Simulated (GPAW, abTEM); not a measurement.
# Does bonding show in the electron microscope? WS2 monolayer, W vacancy

Question: image and diffraction simulations usually add up neutral spherical atoms. How large is the error for a WS2 monolayer, W vacancy, in scanning-probe images and phase-contrast images?

The sheet lies in the middle of a cell with vacuum above and below. All numbers are calculated.

**1. Find the equilibrium geometry**

The density hangs on the geometry, so the atoms are relaxed first, from slightly displaced sites so that no symmetry traps them, in the host's fixed cell.

Settings: GPAW 26.7.0, PBE, 400 eV, 1×1×1 k-points, Fermi–Dirac width 0.05 eV, BFGS to 0.05 eV/Å.

```console
$ OMP_NUM_THREADS=1 mpirun -n 4 gpaw python run.py > gpaw.log
```

```text
BFGS:    0     -247.797565        1.503945
BFGS:    1     -247.997494        0.915353
BFGS:    2     -248.158886        0.356954
BFGS:    3     -248.183056        0.316161
...
BFGS:    8     -248.286063        0.096512
BFGS:    9     -248.288511        0.069037
BFGS:   10     -248.289923        0.049064
cell  9.5400 11.0158 12.3400  90.00 90.00 90.00
```

After 10 steps the energy has changed by -0.492 eV; the last force printed is 0.049 eV/Å. It took 9.6 min on 4 cores of Arm Neoverse N1 (shared host), peak memory 1.2 GiB.

Shortest distances after relaxation: S–W 2.364 Å, W–W 3.081 Å, S–S 3.104 Å.

**2. The all-electron density**

Fast electrons feel the potential of the nuclei and of all the electrons, so the PAW density is rebuilt with its core regions. Subtracting spherical free atoms from the same code cancels the cores and leaves the deformation density Δρ, the part due to bonding.

Settings: PBE, 500 eV, 2×1×1 k-points, Fermi–Dirac width 0.05 eV; supercell of 35 atoms.

```console
$ OMP_NUM_THREADS=1 mpirun -n 4 gpaw python run.py > gpaw.log
```

```text
|iter:   1|       0s | -252.713917 | +0.22 |       |
|iter:   2|      20s | -252.374320 | -0.97 | -1.11 |
|iter:   3|      41s | -249.404557 | -1.25 | -1.19 |
...
|iter:  17|     315s | -248.398853c| -6.86 | -5.05c|
|iter:  18|     335s | -248.398850c| -7.21 | -5.29c|
|iter:  19|     355s | -248.398848c| -7.47c| -5.59c|
```

```text
grid (100, 120, 128)  electrons 1198.000  moved by bonding 7.749 e
deformation density beyond 0.5 A of the nuclei: max 0.175, min -0.244 e/A^3
```

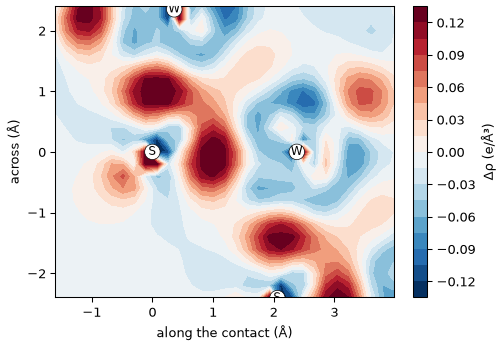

Deformation density in a plane through the shortest contact of the S atom at the origin; red gains electrons, blue loses them.

Along the shortest contact from the S atom at the map's origin, S–W at 2.38 Å, Δρ is +0.14 e/Å³ at the midpoint and highest, +0.17, 1.00 Å from S (points within 0.5 Å of a nucleus left out): a bond charge, the mark of covalency, pulled towards S. At the midpoints of other shortest contacts it is +0.14 (W–S, 2.36 Å), +0.02 (W–W, 3.08 Å) and -0.01 (S–S, 3.10 Å) e/Å³. Point values carry grid noise of about 0.01 e/Å³. The run needed 19 iterations, 7.7 min.

Atoms whose charge stands out: S30 -0.155, S31 -0.152, W5 +0.191, W2 +0.192, W1 +0.193, W6 +0.253 e; averages by element: W +0.224, S -0.103 e.

**3. Scanning probe: integrated centre of mass and ABF**

The integrated centre-of-mass signal follows the projected potential of a thin sample, so it responds to any shift of charge; annular bright field is given beside it. The probe is focused on the sheet.

Settings: abTEM 1.0.9, 60 kV, 2×2×1 cells, grid 138×158, 12 slices, atoms at rest, semi-angle 30 mrad, ABF 15–30 mrad, Gaussian source blur σ = 0.35 Å; iCOM in arbitrary units. Columns, named by their atoms per repeat: vacancy (6.44, 5.51), S2_1st (7.98, 6.47), W_2nd (9.52, 5.57), S2_3rd (9.50, 3.69), S2_4th (1.59, 6.45), W_far (3.16, 0.01), S2_far (1.59, 0.96), void (1.67, 4.68) Å; 'void' is a point in the widest open channel, away from the defect; 1st, 2nd and so on count shells round it.

| column | iCOM − void, atoms | bonded | change (%) | ABF, atoms (%) | bonded (%) |
| --- | --- | --- | --- | --- | --- |
| vacancy | -0.0039 | -0.0043 | - | 74.48 | 74.49 |
| S2_1st | 0.0280 | 0.0269 | -4.2 | 71.88 | 71.92 |
| W_2nd | 0.0306 | 0.0304 | -0.6 | 69.21 | 69.19 |
| S2_3rd | 0.0286 | 0.0278 | -2.8 | 71.85 | 71.88 |
| S2_4th | 0.0292 | 0.0284 | -2.8 | 71.79 | 71.81 |
| W_far | 0.0307 | 0.0306 | -0.2 | 69.25 | 69.24 |
| S2_far | 0.0292 | 0.0284 | -2.7 | 71.71 | 71.74 |

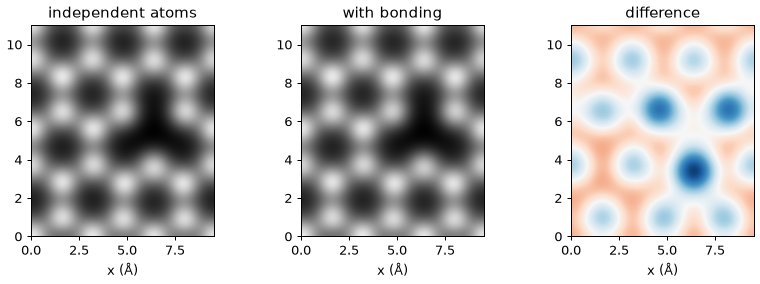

iCOM images: the first two share a grey scale; the difference (red positive) reaches 3 % of the image's range.

Against the void, S2_1st changes by -4.2 % and W_far by -0.2 %. Screening by site charges alone doesn't account for these signs and sizes; the redistribution between atoms, bonds and voids matters as well. At these points the largest ABF change is 0.039 % of the beam. Time: 73 s.

**4. Phase-contrast images through focus**

Defocus sets how strongly, and with which sign, the lens passes each spatial frequency; bonding changes the potential mostly at the lowest ones. Defocus counts from the exit plane, 5.9 Å below the sheet's middle.

Settings: abTEM 1.0.9, 60 kV, 1×1×1 cells, grid 120×138, 12 slices, atoms at rest, Cs 2 μm, focal spread 20 Å, aperture 35 mrad; positive defocus is underfocus. Intensity relative to vacuum, independent atoms / with bonding. Columns, named by their atoms per repeat: vacancy (6.44, 5.51), S2_1st (7.98, 6.47), W_2nd (9.52, 5.57), S2_3rd (9.50, 3.69), S2_4th (1.59, 6.45), W_far (3.16, 0.01), S2_far (1.59, 0.96), void (1.67, 4.68) Å; 'void' is a point in the widest open channel, away from the defect; 1st, 2nd and so on count shells round it.

```csv
defocus (Å),vacancy,S2_1st,W_2nd,S2_3rd,S2_4th,void
-200,0.675 / 0.675,0.806 / 0.814,0.899 / 0.894,0.840 / 0.854,0.751 / 0.762,1.462 / 1.460
-130,1.277 / 1.286,1.460 / 1.446,1.423 / 1.427,1.306 / 1.298,1.413 / 1.408,1.047 / 1.049
20,0.967 / 0.967,0.799 / 0.801,0.695 / 0.694,0.789 / 0.790,0.796 / 0.797,0.958 / 0.957
130,0.835 / 0.833,0.537 / 0.545,0.663 / 0.663,0.605 / 0.610,0.556 / 0.559,1.048 / 1.043
200,1.787 / 1.790,1.457 / 1.449,1.407 / 1.416,1.368 / 1.355,1.490 / 1.476,0.970 / 0.972
```

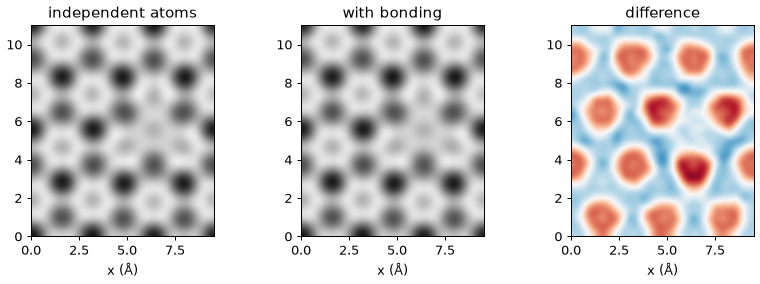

Images at 20 Å defocus: the first two share a grey scale; the difference (red positive) reaches 1 % of the image's range.

The largest change at any listed point, and its share of that image's contrast range (maximum minus minimum): 0.014 (1 %) at -200 Å, 0.014 (2 %) at -130 Å, 0.002 (0 %) at 20 Å, 0.008 (1 %) at 130 Å, 0.014 (1 %) at 200 Å.

**5. Answer**

Putting the DFT potential in place of independent atoms changes iCOM column contrast by -4.2 to -0.2 % and phase contrast by up to 2 % of its range. The shortest bond, S–W, has Δρ = +0.14 e/Å³ at its midpoint, a covalent bond charge. Limits: the bonding term is static and added to Lobato atoms; no inelastic scattering; a small supercell, so defects interact.

[Outputs are excerpts: Python notices, other lines and further rows are left out; steps that failed or that the build refused (PBEsol, TPSS) are not shown.]

[Logs are printed without paths, hosts, clocks, repeated set-up lines and the standing remarks that a program may print on its own settings, such as how far it seeks lower states.]
